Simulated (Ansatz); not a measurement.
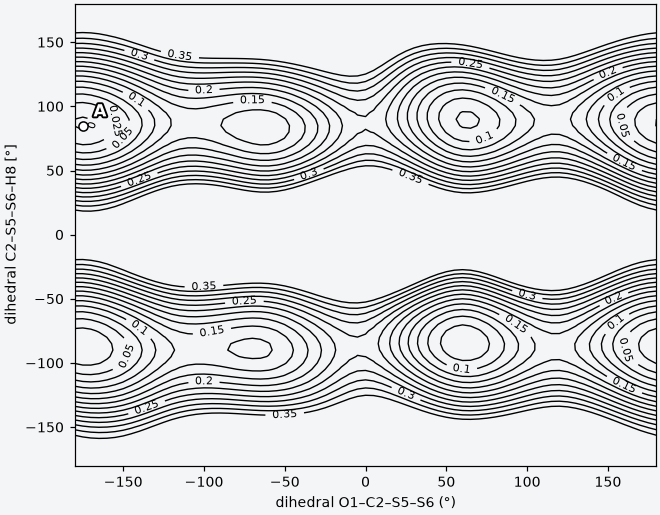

CH2F2OS2, SMILES OC(F)(F)SS. Coordinates scanned: (1) dihedral O1–C2–S5–S6; (2) dihedral C2–S5–S6–H8. Nothing is relaxed (all other coordinates rigid). Grid: 12 × 12 points. Points are written as (first, second). Energies are in eV, from the lowest grid point. Method: RKS PBE-D4/def2-SVP (Ansatz).

Drawn: contour lines labelled in eV (none above 0.35), the point A. Between grid points the surface is interpolated.

What is the easiest way out of the well at A, and how high is the barrier?

The easiest path leads from the well at (−180°, 90°) to the well at (−60°, 90°), about 0.11 eV higher. Its highest point lies about 0.14 eV above the bottom of the first well on the interpolated surface, at about (−105°, 85°). Seen from the upper well the barrier is about 0.032 eV. The start is the relaxed structure and all else is held, so a fully relaxed path at this level can only be lower.

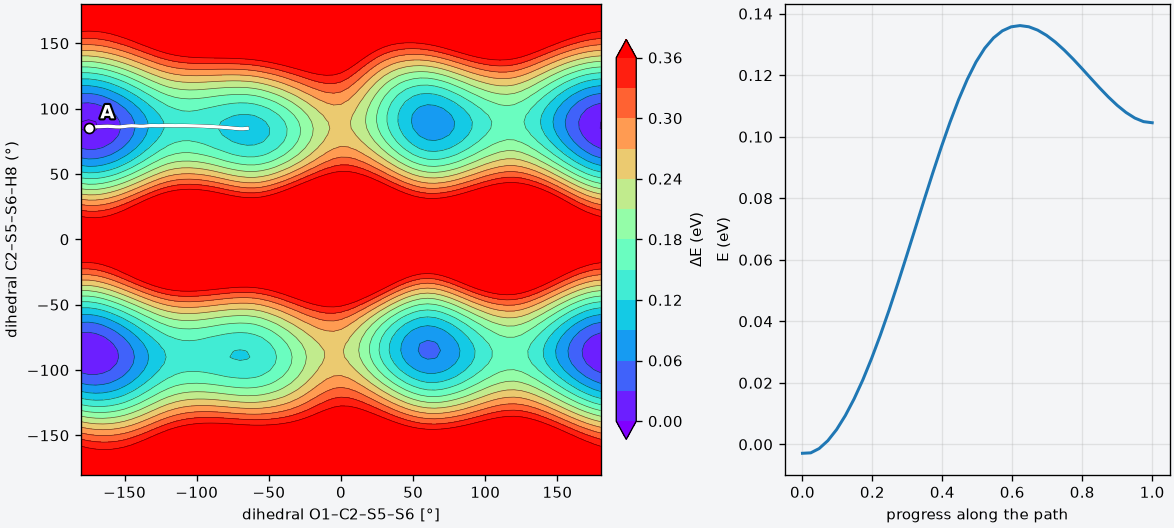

Drawn: filled contours, a line along the lowest path, one colour for all values above the top of the scale, the energy along the path at the right. Between grid points the surface is interpolated.
